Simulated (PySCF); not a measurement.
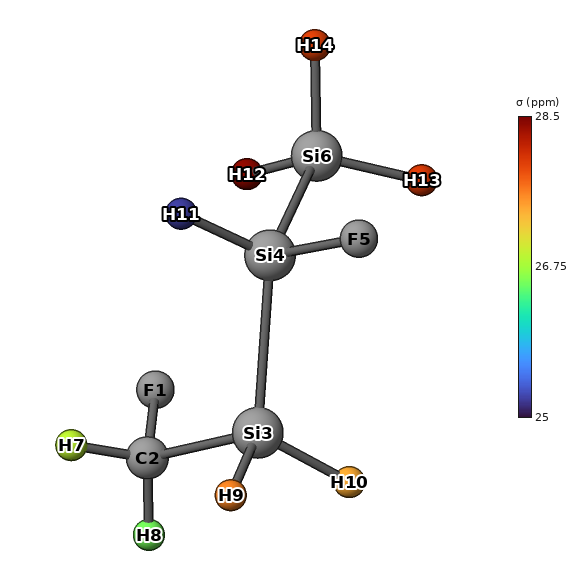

Atoms are coloured by their isotropic NMR shieldings (H only, the others grey). The geometry was computed by an optimisation with GFN2-xTB. No frequency run is at hand to confirm it as a minimum. Properties computed with GIAO PBE0/pcSseg-1 NMR shielding, non-relativistic, gas phase (PySCF 2.14.0).

### Which H atom is the most shielded (lowest chemical shift)?

H12 (28.40 ppm).

### Which H atom is the least shielded (highest chemical shift)?

H11 (25.22 ppm).

### How wide is the range of H shifts?

3.18 ppm.

List the isotropic NMR shieldings of the H atoms.

| atom | σ (ppm) |
| --- | --- |
| H7 | 26.90 |
| H8 | 26.57 |
| H9 | 27.59 |
| H10 | 27.41 |
| H11 | 25.22 |
| H12 | 28.40 |
| H13 | 27.97 |
| H14 | 27.93 |

The geometry is semi-empirical. Around Si such bond lengths and angles can be off by a tenth of an ångström or more and by several degrees, and values that hang on the shape move with them.
